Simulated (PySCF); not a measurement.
System: C$_{5}$H$_{10}$SSi (SMILES CCC#C[SiH2]SC).

Input

```
{"job": {"kind": "nmr", "xc": "PBE0", "basis": "pcSseg-1"}, "charge": 0, "multiplicity": 1}
C     -2.442912     0.087450    -1.150029
C     -2.244992    -0.981651    -0.073538
C     -0.888386    -0.963421     0.431547
C      0.245013    -0.934942     0.844771
Si     2.014822    -0.850571     1.345810
S      3.097717     0.060833    -0.282651
C      2.198396     1.637277    -0.400095
H     -2.262956     1.078503    -0.738554
H     -3.459685     0.050011    -1.534328
H     -1.752689    -0.073516    -1.975380
H     -2.449913    -1.972593    -0.489785
H     -2.937408    -0.810757     0.756324
H      2.151745     0.020192     2.512944
H      2.625454    -2.161401     1.483628
H      2.612479     2.176141    -1.246042
H      1.142314     1.440816    -0.560664
H      2.344003     2.209658     0.511550
```

Command:

```sh
OMP_NUM_THREADS=1 python probes_run.py task.json out
```

Geometry: GFN2-xTB.

Method: PBE0/pcSseg-1, SCF density, gas phase, non-relativistic (PySCF 2.14.0).

Question: What will maps of the electron density and electron localisation function show?

Answer: C–C (1.21 Å): ρ at the midpoint is about 2.7 e/Å³; the ELF peaks at about 0.85 between the atoms (a multiple bond).
C–Si (1.84 Å): ρ is about 0.93 e/Å³ halfway; the ELF peaks at about 0.95 between the atoms (a shared electron pair).
C–H (1.09 Å): the density is about 2 e/Å³ at the midpoint; the ELF climbs to about 1 towards the hydrogen, as it does in any bond to H: a covalent bond by its length.

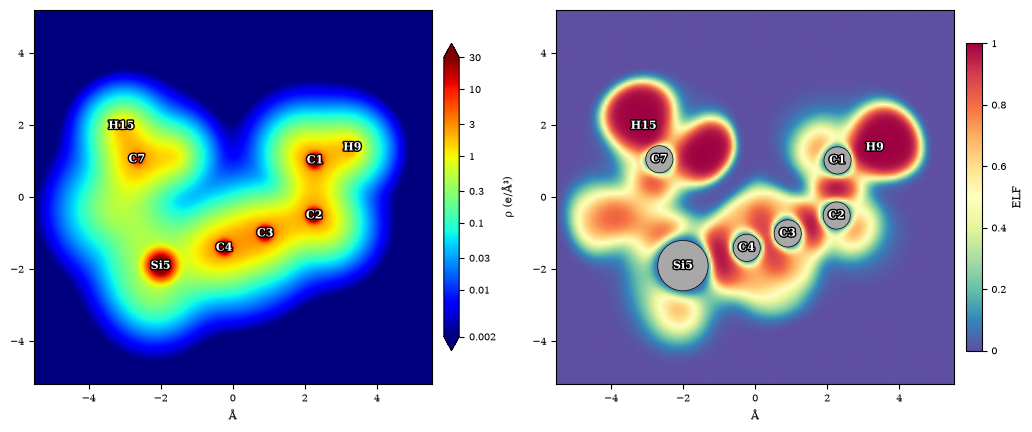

Computed electron density and electron localisation function on the plane of atoms C2, C1 and H9, in this order. Grey discs cover the atomic cores in the ELF map. 
